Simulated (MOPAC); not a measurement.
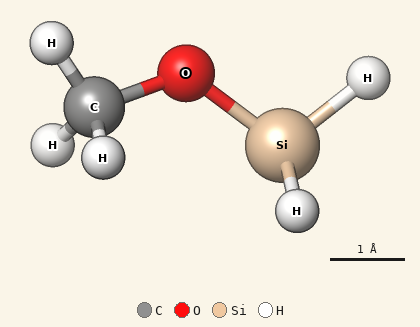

Figure 1. The input geometry (ball-and-stick view, seen at a tilt). Bond lengths as drawn: C–H 1.09 to 1.10 Å, C–O 1.41 Å, H–Si 1.49 to 1.50 Å and O–Si 1.64 Å.

# CH$_{5}$OSi: energy and gradient calculation

- system: CH$_{5}$OSi, multiplicity 4
- method: MNDOD, unrestricted, COSMO solvent toluene (MOPAC 23.2.5)

The geometry comes from this level: PBE0-D4/def2-TZVP.

**What the program printed**
```
MOPAC v23.2.5
MNDOD CALCULATION RESULTS

 *  MNDOD      - The MNDOD Hamiltonian to be used
 *  QUARTET    - SPIN STATE DEFINED AS A QUARTET
 *  UHF        - UNRESTRICTED HARTREE-FOCK CALCULATION
 *  EPS=2.37   - USE COSMO IMPLICIT SOLVATION MODEL
 *  PRECISE    - TIGHTER CRITERIA TO BE USED
 *  1SCF       - DO 1 SCF AND THEN STOP
 *  THREADS=1  - MULTI-THREADING NOT USED
 *  AUX        - OUTPUT AUXILIARY INFORMATION
 *  GRADIENTS  - ALL GRADIENTS TO BE PRINTED
 *  PL         - MONITOR CONVERGENCE IN DENSITY MATRIX
MNDOD UHF PL QUARTET EPS=2.37 1SCF GRADIENTS PRECISE AUX(PRECISION=6) THREADS=1
 CH5OSi

   ATOM   CHEMICAL          X               Y               Z
  NUMBER   SYMBOL      (ANGSTROMS)     (ANGSTROMS)     (ANGSTROMS)

     1       C         -0.27180000  *   1.08080000  *   0.34070000  *
     2       O         -0.19560000  *   0.11450000  *  -0.68170000  *
     3      Si         -0.00340000  *  -1.49610000  *  -0.40790000  *
     4       H         -0.11300000  *   2.06310000  *  -0.10690000  *
     5       H          0.49360000  *   0.91880000  *   1.10860000  *
     6       H         -1.25630000  *   1.07030000  *   0.81930000  *
     7       H          0.35080000  *  -2.09470000  *  -1.72360000  *
     8       H          1.08790000  *  -1.71380000  *   0.59580000  *

          CARTESIAN COORDINATES

    NO.       ATOM           X           Y           Z

     1         C         -0.2718      1.0808      0.3407
     2         O         -0.1956      0.1145     -0.6817
     3        Si         -0.0034     -1.4961     -0.4079
     4         H         -0.1130      2.0631     -0.1069
     5         H          0.4936      0.9188      1.1086
     6         H         -1.2563      1.0703      0.8193
     7         H          0.3508     -2.0947     -1.7236
     8         H          1.0879     -1.7138      0.5958

           Empirical Formula: C H5 O Si  =     8 atoms

      MOLECULAR POINT GROUP   :   C1

 QUARTET STATE CALCULATION

          UHF CALCULATION, NO. OF ALPHA ELECTRONS =   11
                           NO. OF BETA  ELECTRONS =    8
 ITERATION   1 PLS= 0.100E+01 0.000E+00 ENERGY     3084.195786 DELTAE 2984.1957862
 ITERATION   2 PLS= 0.342E+00 0.302E+00 ENERGY      213.821117 DELTAE-2870.3746691
 ITERATION   3 PLS= 0.489E-01 0.932E-01 ENERGY      171.641162 DELTAE  -42.1799550
 ITERATION   4 PLS= 0.290E-01 0.724E-01 ENERGY      112.123848 DELTAE  -59.5173143
 ITERATION   5 PLS= 0.267E-01 0.566E-01 ENERGY      129.386166 DELTAE   17.2623186
 ITERATION   6 PLS= 0.149E-01 0.636E-01 ENERGY      128.636681 DELTAE   -0.7494851
 ITERATION   7 PLS= 0.101E-01 0.192E-01 ENERGY      117.846141 DELTAE  -10.7905407
 ITERATION   8 PLS= 0.686E-02 0.287E-01 ENERGY      122.771908 DELTAE    4.9257678
 ITERATION   9 PLS= 0.378E-02 0.119E-01 ENERGY      122.554851 DELTAE   -0.2170574
 ITERATION  10 PLS= 0.174E-02 0.731E-02 ENERGY      122.288295 DELTAE   -0.2665556
[... 91 lines of further cycles ...]
 ITERATION  66 PLS= 0.802E-06 0.435E-05 ENERGY      121.150826 DELTAE   -0.0000015
 ITERATION  67 PLS= 0.785E-06 0.426E-05 ENERGY      121.150824 DELTAE   -0.0000014
 ITERATION  68 PLS= 0.768E-06 0.417E-05 ENERGY      121.150823 DELTAE   -0.0000013
 ITERATION  69 PLS= 0.752E-06 0.409E-05 ENERGY      121.150822 DELTAE   -0.0000013
 ITERATION  70 PLS= 0.736E-06 0.400E-05 ENERGY      121.150820 DELTAE   -0.0000012
 ITERATION  71 PLS= 0.720E-06 0.392E-05 ENERGY      121.150819 DELTAE   -0.0000012
 ITERATION  72 PLS= 0.705E-06 0.384E-05 ENERGY      121.150818 DELTAE   -0.0000011
 ITERATION  73 PLS= 0.690E-06 0.376E-05 ENERGY      121.150817 DELTAE   -0.0000011
 ITERATION  74 PLS= 0.676E-06 0.368E-05 ENERGY      121.150816 DELTAE   -0.0000010
 ITERATION  75 PLS= 0.662E-06 0.361E-05 ENERGY      121.150815 DELTAE   -0.0000010

 -------------------------------------------------------------------------------
 MNDOD UHF PL QUARTET EPS=2.37 1SCF GRADIENTS PRECISE AUX(PRECISION=6) THREADS=1
 CH5OSi

     1SCF WAS SPECIFIED, SO BFGS WAS NOT USED
     SCF FIELD WAS ACHIEVED

                              MNDOD CALCULATION

          FINAL HEAT OF FORMATION =        121.15081 KCAL/MOL =     506.89501 KJ/MOL
          VAN DER WAALS AREA      =        106.28 SQUARE ANGSTROMS

          DIELECTRIC ENERGY       =         -0.06360 EV
          COSMO AREA              =        106.28 SQUARE ANGSTROMS
          COSMO VOLUME            =         93.61 CUBIC ANGSTROMS

          GRADIENT NORM           =        236.34444          =       83.56038 PER ATOM
          IONIZATION POTENTIAL    =          6.072826 EV
          ALPHA SOMO LUMO (EV)    =         -6.073  2.205
          BETA  SOMO LUMO (EV)    =        -12.393 -3.450
          NO. OF ALPHA ELECTRONS  =         11
          NO. OF BETA  ELECTRONS  =          8
          MOLECULAR WEIGHT        =         61.1354         POINT GROUP:  C1

          MOLECULAR DIMENSIONS (Angstroms)

            Atom       Atom       Distance
            H     7    H     4     4.48510
            H     8    H     6     2.20540
            H     7    H     6     1.57457

          SCF CALCULATIONS        =          2

          WALL-CLOCK TIME         =      0.047 SECONDS
          COMPUTATION TIME        =      0.050 SECONDS

          LARGEST ATOMIC GRADIENTS

          Atom     Label                     Cartesian Gradients           Cartesian Coordinates       |Gradient|
                                           X          Y          Z        X          Y          Z

             3      Si                 -50.402    183.023      5.960   -0.00340   -1.49610   -0.40790    189.929
             2       O                  10.626    -98.415     45.108   -0.19560    0.11450   -0.68170    108.781
             1       C                   4.373    -63.647    -13.511   -0.27180    1.08080    0.34070     65.212
             8       H                  20.690     -2.656     20.071    1.08790   -1.71380    0.59580     28.948
             6       H                  22.832      0.746    -16.095   -1.25630    1.07030    0.81930     27.945
             7       H                   7.633      2.034    -25.524    0.35080   -2.09470   -1.72360     26.718
             4       H                  -1.561    -25.977      4.963   -0.11300    2.06310   -0.10690     26.493
             5       H                 -14.192      4.893    -20.972    0.49360    0.91880    1.10860     25.791

       FINAL  POINT  AND  DERIVATIVES

   PARAMETER     ATOM    TYPE            VALUE        GRADIENT
      1          1  C    CARTESIAN X    -0.271800      4.373057  KCAL/ANGSTROM
      2          1  C    CARTESIAN Y     1.080800    -63.646805  KCAL/ANGSTROM
      3          1  C    CARTESIAN Z     0.340700    -13.510848  KCAL/ANGSTROM
      4          2  O    CARTESIAN X    -0.195600     10.626490  KCAL/ANGSTROM
      5          2  O    CARTESIAN Y     0.114500    -98.415218  KCAL/ANGSTROM
      6          2  O    CARTESIAN Z    -0.681700     45.108157  KCAL/ANGSTROM
      7          3 Si    CARTESIAN X    -0.003400    -50.401514  KCAL/ANGSTROM
      8          3 Si    CARTESIAN Y    -1.496100    183.022518  KCAL/ANGSTROM
      9          3 Si    CARTESIAN Z    -0.407900      5.959637  KCAL/ANGSTROM
     10          4  H    CARTESIAN X    -0.113000     -1.560916  KCAL/ANGSTROM
     11          4  H    CARTESIAN Y     2.063100    -25.977478  KCAL/ANGSTROM
     12          4  H    CARTESIAN Z    -0.106900      4.962763  KCAL/ANGSTROM
     13          5  H    CARTESIAN X     0.493600    -14.192363  KCAL/ANGSTROM
     14          5  H    CARTESIAN Y     0.918800      4.892690  KCAL/ANGSTROM
     15          5  H    CARTESIAN Z     1.108600    -20.971804  KCAL/ANGSTROM
     16          6  H    CARTESIAN X    -1.256300     22.832129  KCAL/ANGSTROM
     17          6  H    CARTESIAN Y     1.070300      0.746443  KCAL/ANGSTROM
     18          6  H    CARTESIAN Z     0.819300    -16.094889  KCAL/ANGSTROM
     19          7  H    CARTESIAN X     0.350800      7.632720  KCAL/ANGSTROM
     20          7  H    CARTESIAN Y    -2.094700      2.034019  KCAL/ANGSTROM
     21          7  H    CARTESIAN Z    -1.723600    -25.523700  KCAL/ANGSTROM
     22          8  H    CARTESIAN X     1.087900     20.690397  KCAL/ANGSTROM
     23          8  H    CARTESIAN Y    -1.713800     -2.656168  KCAL/ANGSTROM
     24          8  H    CARTESIAN Z     0.595800     20.070683  KCAL/ANGSTROM

   ATOM   CHEMICAL          X               Y               Z
  NUMBER   SYMBOL      (ANGSTROMS)     (ANGSTROMS)     (ANGSTROMS)

     1       C         -0.27180000  *   1.08080000  *   0.34070000  *
     2       O         -0.19560000  *   0.11450000  *  -0.68170000  *
     3      Si         -0.00340000  *  -1.49610000  *  -0.40790000  *
     4       H         -0.11300000  *   2.06310000  *  -0.10690000  *
     5       H          0.49360000  *   0.91880000  *   1.10860000  *
     6       H         -1.25630000  *   1.07030000  *   0.81930000  *
     7       H          0.35080000  *  -2.09470000  *  -1.72360000  *
     8       H          1.08790000  *  -1.71380000  *   0.59580000  *

                             CARTESIAN COORDINATES

   1    C       -0.271800000     1.080800000     0.340700000
   2    O       -0.195600000     0.114500000    -0.681700000
   3   Si       -0.003400000    -1.496100000    -0.407900000
   4    H       -0.113000000     2.063100000    -0.106900000
   5    H        0.493600000     0.918800000     1.108600000
   6    H       -1.256300000     1.070300000     0.819300000
   7    H        0.350800000    -2.094700000    -1.723600000
   8    H        1.087900000    -1.713800000     0.595800000

           Empirical Formula: C H5 O Si  =     8 atoms

      MOLECULAR POINT GROUP   :   C1

          ALPHA EIGENVALUES
 -44.64737 -29.41396 -19.71992 -18.12780 -17.53547 -15.65078 -13.68542 -13.43877
 -12.76967  -8.98177  -6.07283   2.20474   2.29522   3.18897   3.64976   3.95788
   5.03359  11.94362  12.11690  12.24629  13.39781  13.69862

           BETA EIGENVALUES
 -41.58155 -28.14015 -18.69600 -16.57679 -15.18520 -14.64343 -12.89769 -12.39296
  -3.44978  -0.05201   2.85050   3.00695   3.28913   4.20906   4.26762   5.16686
   6.15085  12.91073  13.18306  13.68031  13.89573  14.75996

              NET ATOMIC CHARGES AND DIPOLE CONTRIBUTIONS

  ATOM NO.   TYPE          CHARGE      No. of ELECS.   s-Pop       p-Pop       d-Pop
    1          C          -0.108136        4.1081     1.26183     2.84631
    2          O           0.046554        5.9534     1.83446     4.11899
    3         Si           0.379765        3.6202     1.25040     2.12580     0.24404
    4          H           0.007272        0.9927     0.99273
    5          H           0.067595        0.9324     0.93240
    6          H           0.074633        0.9254     0.92537
    7          H          -0.236294        1.2363     1.23629
    8          H          -0.231390        1.2314     1.23139
 DIPOLE           X         Y         Z       TOTAL
 POINT-CHG.    -1.810     1.771     0.870     2.678
 HYBRID         0.454     0.088     0.381     0.599
 SUM           -1.356     1.859     1.252     2.620

          ATOMIC ORBITAL ELECTRON POPULATIONS

     Atom    s        px        py        pz      x^2-y^2     xz        z^2       yz        xy
    1  C   1.26183   0.88790   0.98653   0.97188
    2  O   1.83446   1.10468   1.35286   1.66145
    3 Si   1.25040   0.67165   0.76189   0.69225   0.05475   0.03243   0.03022   0.07964   0.04699
    4  H   0.99273
    5  H   0.93240
    6  H   0.92537
    7  H   1.23629
    8  H   1.23139

                    (SZ)    =    1.500000
                    (S**2)  =    3.753826

          ATOMIC ORBITAL SPIN POPULATIONS

    Atom   Total    s     px     py     pz   x^2-y^2  xz     z^2    yz     xy
         Atomic
    1  C  0.4546  0.081  0.028  0.184  0.161
    2  O  1.0803  0.109  0.786  0.017  0.168
    3 Si  1.2270  0.343  0.442  0.308  0.106  0.002  0.005 -0.001  0.002  0.020
    4  H -0.0135 -0.014
    5  H  0.0622  0.062
    6  H  0.0841  0.084
    7  H  0.0592  0.059
    8  H  0.0460  0.046

 *                    *
 * JOB ENDED NORMALLY *
 *                    *

 TOTAL JOB TIME:             0.05 SECONDS

 == MOPAC DONE ==
```

The run was set up as follows.

**Input file (mol.mop)**
```
MNDOD UHF PL QUARTET EPS=2.37 1SCF GRADIENTS PRECISE AUX(PRECISION=6) THREADS=1
CH5OSi

C     -0.271800     1.080800     0.340700
O     -0.195600     0.114500    -0.681700
Si    -0.003400    -1.496100    -0.407900
H     -0.113000     2.063100    -0.106900
H      0.493600     0.918800     1.108600
H     -1.256300     1.070300     0.819300
H      0.350800    -2.094700    -1.723600
H      1.087900    -1.713800     0.595800
```

Launched with:
```bash
mopac mol.mop
```

**Summary**

```csv
quantity,value
outcome,converged
heat of formation,121.15 kcal/mol
basis functions,22
largest force,8.236 eV/Å
⟨S²⟩,3.754
dipole moment,2.62 D
hardware,"1 thread of Arm Neoverse N1, 54 GiB of memory available, shared host"
peak memory,0.12 GiB
```

MOPAC's energies along a path are heats of formation.
